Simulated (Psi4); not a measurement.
# B2NH2OF (SMILES OB1NB1F): a chain of runs

Aim: a structure relaxation (PBE0/6-31G*), then the harmonic vibrations of B2NH2OF. Input form: an ASE script.

Program for the calculation: Psi4 1.11.

### Step 1. The molecule

B2NH2OF: 7 atoms, total charge 0, spin state singlet. SMILES: `OB1NB1F`. All atoms were displaced at random from a relaxed shape. The run starts from this shape.

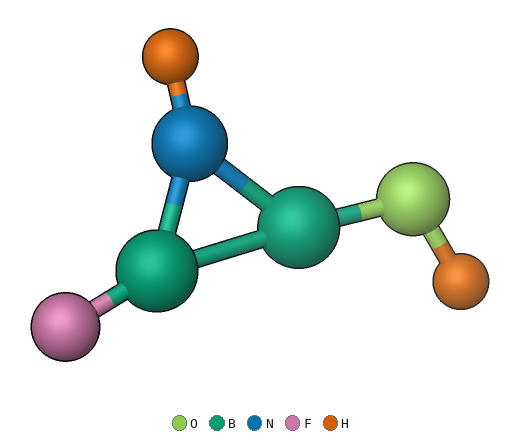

The structure, seen from a chosen angle (oxygen green, boron teal, nitrogen blue, fluorine pink, hydrogen orange).

### Step 2. A geometry optimisation at PBE0/6-31G(d) (density fitting, Cartesian functions) (run 1)

b2fh2no.sdf reads:

```

     RDKit          3D

  7  7  0  0  0  0  0  0  0  0999 V2000
   -1.2158    0.1394    1.3146 O   0  0  0  0  0  0  0  0  0  0  0  0
   -0.3847    0.1788    0.2863 B   0  0  0  0  0  0  0  0  0  0  0  0
    0.7089   -0.7630   -0.1402 N   0  0  0  0  0  0  0  0  0  0  0  0
    0.6703    0.3277   -1.0169 B   0  0  0  0  0  0  0  0  0  0  0  0
    1.2541    0.6608   -2.0029 F   0  0  0  0  0  0  0  0  0  0  0  0
   -1.8816    0.9251    1.2551 H   0  0  0  0  0  0  0  0  0  0  0  0
    1.0168   -1.6111    0.1196 H   0  0  0  0  0  0  0  0  0  0  0  0
  2  1  1  0
  3  2  1  0
  4  3  1  0
  4  2  1  0
  5  4  1  0
  6  1  1  0
  7  3  1  0
M  END
$$$$
```

run_ase.py reads:

```python
import numpy as np
from ase.calculators.psi4 import Psi4
from ase.io import read
from ase.optimize import FIRE

mol = read('b2fh2no.sdf')
calc = Psi4(atoms=mol, method='pbe0', basis='6-31G*', memory='1600MB', num_threads=1, charge=0, multiplicity=1, label='calc')
mol.calc = calc

opt = FIRE(mol)
done = opt.run(fmax=0.05, steps=40)
print('converged:', done)
for s, p in zip(mol.symbols, mol.positions):
    print(f'{s:2s} {p[0]:12.6f} {p[1]:12.6f} {p[2]:12.6f}')
```

Started as:

```
python run_ase.py
```

calc.dat, cut to the lines that bear on the results:

```text
[...]
  Running in c1 symmetry.
[...]
  Nuclear repulsion =  134.761620588415695
[...]
  Multiplicity = 1
[...]
  Nalpha       = 18
  Nbeta        = 18
[...]
    Number of basis functions: 79
[...]
   @DF-RKS iter   1:  -280.25934103845418   -2.62919e-01   1.01566e-02 DIIS/ADIIS
[...]
   @DF-RKS iter  12:  -280.52257005133140    1.13687e-13   1.38484e-09 DIIS
[...]
    Orbital Energies [Eh]
    ---------------------
    Doubly Occupied:
       1A    -24.785687     2A    -19.247963     3A    -14.405474
       4A     -6.831752     5A     -6.810564     6A     -1.229983
       7A     -1.058378     8A     -0.909855     9A     -0.611907
      10A     -0.573215    11A     -0.542965    12A     -0.463776
      13A     -0.459881    14A     -0.424474    15A     -0.389876
      16A     -0.375323    17A     -0.321088    18A     -0.256391
[...]
  @DF-RKS Final Energy:  -280.52257005133140
   => Energetics <=
    Nuclear Repulsion Energy =            134.7616205884156955
    One-Electron Energy =                -652.4314081737129527
    Two-Electron Energy =                 263.4084255372368943
    DFT Exchange-Correlation Energy =     -26.2612080032710367
    Empirical Dispersion Energy =           0.0000000000000000
    VV10 Nonlocal Energy =                  0.0000000000000000
    Total Energy =                       -280.5225700513313996
[...]
 Multipole Moments:
 ------------------------------------------------------------------------------------
     Multipole            Electronic (a.u.)      Nuclear  (a.u.)        Total (a.u.)
 ------------------------------------------------------------------------------------
 L = 1.  Multiply by 2.5417464519 to convert [e a0] to [Debye]
 Dipole X            :          1.7083336           -1.9101035           -0.2017699
 Dipole Y            :          1.5460029           -1.6565320           -0.1105290
 Dipole Z            :         -3.1993356            3.5167034            0.3173678
 Magnitude           :                                                    0.3919823
[...]
  -Total Gradient:
     Atom            X                  Y                   Z
    ------   -----------------  -----------------  -----------------
       1        0.000078898329     0.000229810394    -0.000419865253
       2       -0.000183929779    -0.000075091140     0.000078361309
       3        0.000076064040    -0.000211301269     0.000390529071
       4        0.000149309194     0.000642061468     0.000122355430
       5        0.000189497025    -0.000011921594    -0.000789877449
       6       -0.000429103383     0.000018724429     0.000466868678
       7        0.000259285238    -0.000683800091     0.000026328498
[...]
```

On the terminal:

```text
Step     Time          Energy          fmax
FIRE:    0 hh:mm:ss    -7632.478053        9.505109
FIRE:    1 hh:mm:ss    -7633.033074        7.049795
FIRE:    2 hh:mm:ss    -7633.230473        4.432995
FIRE:    3 hh:mm:ss    -7633.359258        1.228610
FIRE:    4 hh:mm:ss    -7633.310546        2.958684
FIRE:    5 hh:mm:ss    -7633.324167        2.674296
FIRE:    6 hh:mm:ss    -7633.346564        2.136319
FIRE:    7 hh:mm:ss    -7633.369874        1.402929
FIRE:    8 hh:mm:ss    -7633.386109        0.654718
FIRE:    9 hh:mm:ss    -7633.390112        0.457359
FIRE:   10 hh:mm:ss    -7633.390172        0.450711
FIRE:   11 hh:mm:ss    -7633.390291        0.437609
FIRE:   12 hh:mm:ss    -7633.390461        0.418457
FIRE:   13 hh:mm:ss    -7633.390674        0.393870
FIRE:   14 hh:mm:ss    -7633.390921        0.364706
FIRE:   15 hh:mm:ss    -7633.391191        0.332075
FIRE:   16 hh:mm:ss    -7633.391473        0.297377
FIRE:   17 hh:mm:ss    -7633.391788        0.258643
FIRE:   18 hh:mm:ss    -7633.392131        0.218463
FIRE:   19 hh:mm:ss    -7633.392493        0.181729
FIRE:   20 hh:mm:ss    -7633.392874        0.186932
FIRE:   21 hh:mm:ss    -7633.393282        0.192919
FIRE:   22 hh:mm:ss    -7633.393736        0.193145
FIRE:   23 hh:mm:ss    -7633.394258        0.184609
FIRE:   24 hh:mm:ss    -7633.394859        0.165559
FIRE:   25 hh:mm:ss    -7633.395519        0.137295
FIRE:   26 hh:mm:ss    -7633.396197        0.123855
FIRE:   27 hh:mm:ss    -7633.396877        0.139116
FIRE:   28 hh:mm:ss    -7633.397620        0.175345
FIRE:   29 hh:mm:ss    -7633.398513        0.164754
FIRE:   30 hh:mm:ss    -7633.399515        0.107765
FIRE:   31 hh:mm:ss    -7633.400464        0.093088
FIRE:   32 hh:mm:ss    -7633.401349        0.121131
FIRE:   33 hh:mm:ss    -7633.402270        0.126703
FIRE:   34 hh:mm:ss    -7633.403176        0.128570
FIRE:   35 hh:mm:ss    -7633.404273        0.116634
FIRE:   36 hh:mm:ss    -7633.405479        0.090867
FIRE:   37 hh:mm:ss    -7633.406529        0.084156
FIRE:   38 hh:mm:ss    -7633.407339        0.089548
FIRE:   39 hh:mm:ss    -7633.407942        0.041774
converged: True
O     -1.277447     0.163953     1.285272
B     -0.365158     0.138658     0.288574
N      0.658223    -0.779620    -0.100929
B      0.607114     0.331655    -0.967028
F      1.262579     0.717364    -2.048395
H     -1.823963     0.957092     1.242394
H      1.102470    -1.666424     0.118522
```

It took 3.1 min on 1 thread of Intel Xeon 6975P-C (Granite Rapids), shared host; peak memory 1.3 GiB.

Step by step:

```tsv
step	energy from the first frame kept (eV)	largest force (eV/Å)
0	0.0000	9.5051
2	-0.7524	4.4330
4	-0.8325	2.9587
6	-0.8685	2.1363
8	-0.9081	0.6547
10	-0.9121	0.4507
12	-0.9124	0.4185
14	-0.9129	0.3647
16	-0.9134	0.2974
18	-0.9141	0.2185
20	-0.9148	0.1869
22	-0.9157	0.1931
24	-0.9168	0.1656
26	-0.9181	0.1239
28	-0.9196	0.1753
30	-0.9215	0.1078
32	-0.9233	0.1211
34	-0.9251	0.1286
36	-0.9274	0.0909
38	-0.9293	0.0896
39	-0.9299	0.0418
```

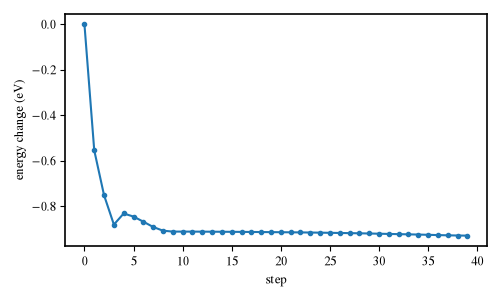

Energy along the run.

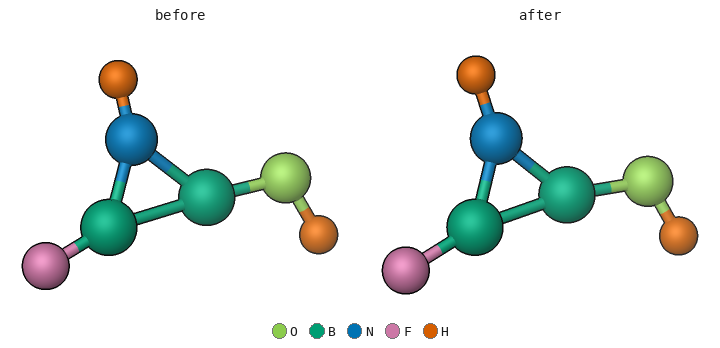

Before and after, at one scale.

After the run. Bond lengths: O1–B2 1.351 Å, B2–N3 1.429 Å, B2–B4 1.600 Å, N3–B4 1.410 Å, B4–F5 1.322 Å, O1–H6 0.964 Å, N3–H7 1.016 Å. Angles: O1–B2–N3 134.1°, O1–B2–B4 170.7°, N3–B2–B4 55.1°, B2–N3–B4 68.6°, B2–B4–N3 56.3°, B2–B4–F5 168.1°, N3–B4–F5 135.6°, B2–O1–H6 111.4°, B2–N3–H7 144.6°, B4–N3–H7 146.8°.

### Step 3. The harmonic vibrations at PBE0/6-31G(d) (density fitting, Cartesian functions) (run 2)

b2fh2no.xyz reads:

```xyz
7
B2FH2NO
O     -1.251832     0.152825     1.288330
B     -0.339544     0.127529     0.291631
N      0.683838    -0.790748    -0.097871
B      0.632728     0.320527    -0.963970
F      1.288193     0.706236    -2.045337
H     -1.798348     0.945963     1.245452
H      1.128085    -1.677553     0.121580
```

b2fh2no_ase.py reads:

```python
import numpy as np
from ase.calculators.psi4 import Psi4
from ase.io import read
from ase.vibrations import Vibrations

mol = read('b2fh2no.xyz')
calc = Psi4(atoms=mol, method='pbe0', basis='6-31G*', memory='1600MB', num_threads=1, charge=0, multiplicity=1, label='b2fh2no')
mol.calc = calc

vib = Vibrations(mol, delta=0.005)
vib.run()
vib.summary()
```

Started as:

```
python b2fh2no_ase.py
```

b2fh2no.dat, cut to the lines that bear on the results:

```text
[...]
  Running in c1 symmetry.
[...]
  Nuclear repulsion =  134.755999873580578
[...]
  Multiplicity = 1
[...]
  Nalpha       = 18
  Nbeta        = 18
[...]
    Number of basis functions: 79
[...]
   @DF-RKS iter   1:  -280.25936775515180   -2.63358e-01   1.01552e-02 ADIIS/DIIS
[...]
   @DF-RKS iter  12:  -280.52256779422265   -7.95808e-13   1.39079e-09 DIIS
[...]
  @DF-RKS Final Energy:  -280.52256779422265
   => Energetics <=
    Nuclear Repulsion Energy =            134.7559998735805777
    One-Electron Energy =                -652.4210483339797975
    Two-Electron Energy =                 263.4033360011899276
    DFT Exchange-Correlation Energy =     -26.2608553350133462
    Empirical Dispersion Energy =           0.0000000000000000
    VV10 Nonlocal Energy =                  0.0000000000000000
    Total Energy =                       -280.5225677942226525
[...]
 Multipole Moments:
 ------------------------------------------------------------------------------------
     Multipole            Electronic (a.u.)      Nuclear  (a.u.)        Total (a.u.)
 ------------------------------------------------------------------------------------
 L = 1.  Multiply by 2.5417464519 to convert [e a0] to [Debye]
 Dipole X            :          1.7086006           -1.9101024           -0.2015018
 Dipole Y            :          1.5468486           -1.6565324           -0.1096839
 Dipole Z            :         -3.2012212            3.5214590            0.3202378
 Magnitude           :                                                    0.3939362
[...]
  -Total Gradient:
     Atom            X                  Y                   Z
    ------   -----------------  -----------------  -----------------
       1        0.000067693194     0.000206876718    -0.000441863770
       2       -0.000179343278    -0.000067658812     0.000167685688
       3       -0.000209428123     0.000538186401    -0.000181780548
       4        0.000107470515     0.000705371564     0.000229210932
       5        0.000186601361    -0.000020566845    -0.000819978045
       6       -0.000420611730     0.000022652312     0.000467811986
       7        0.000587539901    -0.001476814546     0.000453805417
[...]
```

The script printed:

```text
---------------------
  #    meV     cm^-1
---------------------
  0    0.3i      2.5i
  1    0.2i      1.5i
  2    0.1i      0.6i
  3    1.6      12.7
  4    2.2      17.3
  5    4.0      32.6
  6   30.8     248.4
  7   33.8     272.4
  8   60.1     484.9
  9   65.6     528.7
 10   68.2     549.9
 11   79.1     638.0
 12   94.2     760.0
 13  101.6     819.5
 14  125.0    1008.4
 15  129.7    1046.3
 16  158.7    1280.3
 17  178.3    1438.1
 18  211.6    1706.7
 19  441.5    3561.3
 20  478.4    3858.9
---------------------
Zero-point energy: 1.132 eV
```

It took 3.3 min on 1 thread of Intel Xeon 6975P-C (Granite Rapids), shared host; peak memory 1.4 GiB.

### Step 4. Outcome

```
                                   quantity          value
run 1, PBE0/6-31G*: total energy at the end  -280.52257 Eh
          run 1, PBE0/6-31G*: dipole moment         1.00 D
            run 1, PBE0/6-31G*: HOMO energy       -6.98 eV
            run 1, PBE0/6-31G*: LUMO energy        0.73 eV
          run 1, PBE0/6-31G*: HOMO–LUMO gap        7.71 eV
```

**Reading.** The optimisation (run 1, PBE0/6-31G*) took 39 steps and changed the energy by -0.930 eV.
